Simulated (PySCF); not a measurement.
**C$_{6}$H$_{12}$OSi$_{2}$: density, localisation and related maps**

```xyz
21

C     3.4498    1.9228   -1.0920
C     2.3227    1.5301   -0.2680
C     1.3796    1.1926    0.4285
Si   -0.0650    0.6975    1.4318
O     0.0959   -0.8873    1.9626
Si   -0.8382   -2.0036    1.1193
C    -1.5575   -0.8853   -0.2303
C    -1.6210    0.5456    0.3502
C    -1.8156    1.6291   -0.7027
H     4.0881    1.0547   -1.3207
H     4.0707    2.6742   -0.5798
H     3.1110    2.3556   -2.0461
H    -0.1998    1.6116    2.5984
H     0.0075   -3.1143    0.5931
H    -1.8822   -2.5778    2.0217
H    -2.5374   -1.2208   -0.6103
H    -0.8623   -0.9033   -1.0895
H    -2.4638    0.5877    1.0676
H    -0.9681    1.6490   -1.4066
H    -2.7341    1.4592   -1.2883
H    -1.8912    2.6311   -0.2502
```

Geometry: PBE0-D3(BJ)/def2-SVP.

Level of theory: PBE0/pcSseg-1, SCF density, gas phase, non-relativistic (PySCF 2.14.0).

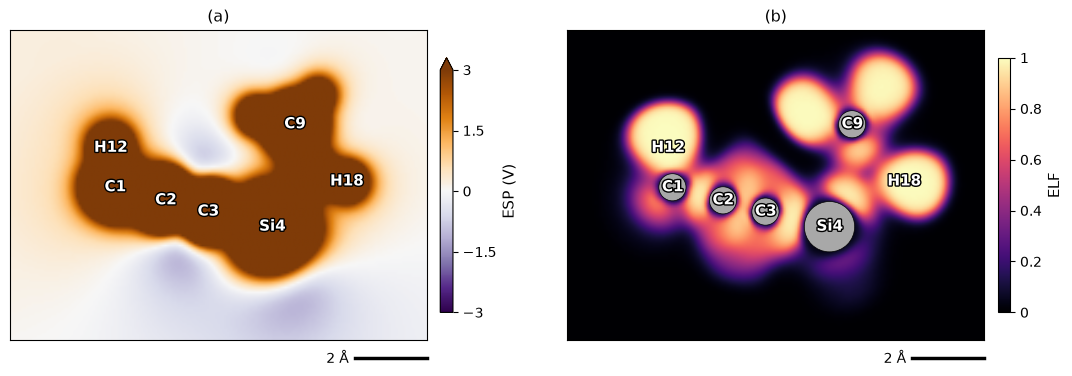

Figure 1. (a) electrostatic potential; (b) electron localisation function on the plane of atoms C2, C1 and H12. Grey discs cover the atomic cores in the ELF map.

### Read the bonding off the picture.

The section cuts through C, Si and H sites.
C–C (1.22 Å): the ELF peaks at about 0.85 between the atoms (a multiple bond).
C–Si (1.83 Å): the ELF peaks at about 0.95 between the atoms: localised, covalent bonding.
C–H (1.10 Å): the ELF climbs to about 1 towards the hydrogen, as it does in any bond to H (an ordinary covalent bond to hydrogen).
Outside the dense part of the molecule the potential is most negative (−1.1 V) near O5, which lies off the plane.

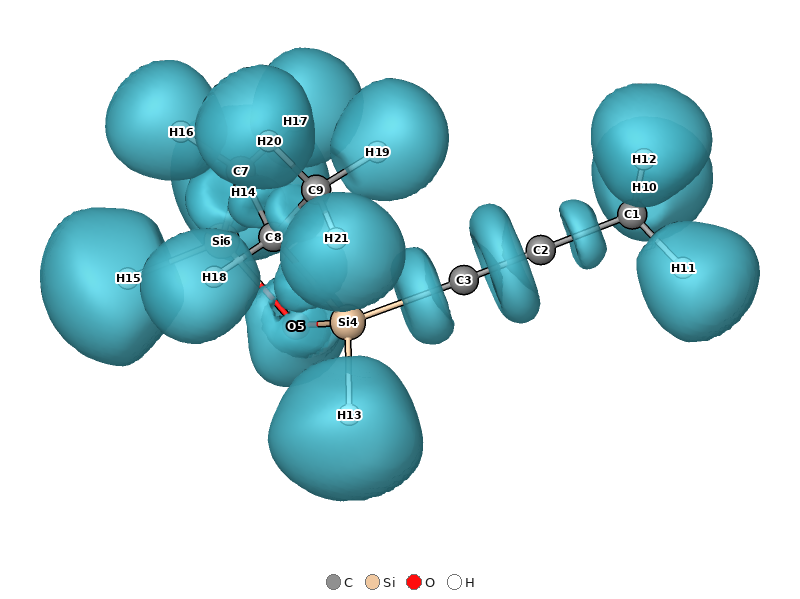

Figure 2. Isosurface of the electron localisation function at 0.8 (cyan), seen from one side. Core shells and regions of very low density are left out.

### Where are the electrons localised?

The surface consists of four regions between bonded C–C atoms (shared pairs), three regions between bonded C–Si atoms (shared pairs), twelve regions around hydrogen nuclei and one region wrapped around O (its lone pairs, merged into a ring or cap).


 Si–O (1.68 Å): the ELF peaks at about 0.85 between the atoms, as expected for a shared but strongly polarised pair.

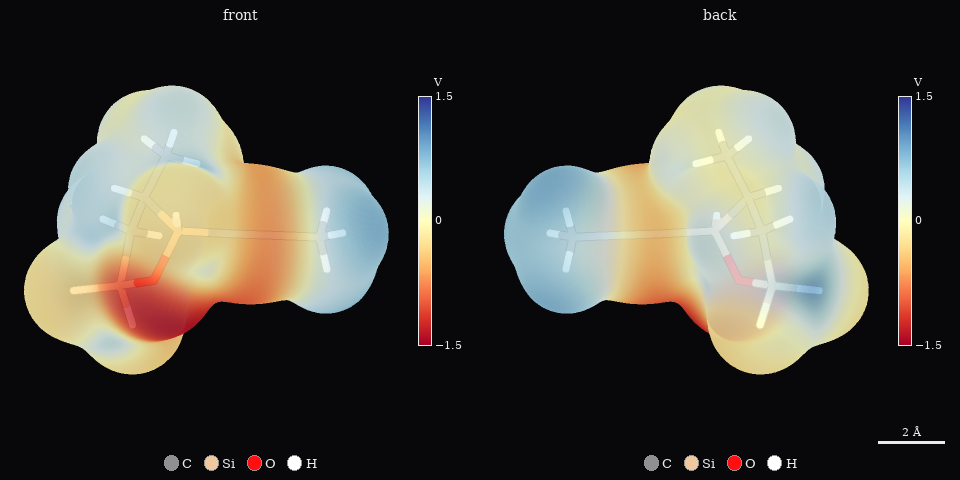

Figure 3. The electrostatic potential painted on the density surface at 0.001 e/bohr³, seen from the front and from behind; red is negative and blue positive.

### Which sites attract a positive test charge, and which a negative one?

A positive charge is drawn to the negative regions and a negative charge to the positive ones. The most negative region (about −1.4 V) lies over O5, the most positive (about +0.9 V) over Si6 and H12. O5 is the likeliest acceptor of a hydrogen bond.

### What dipole moment does the calculation give?

Its dipole moment is 2.58 D.
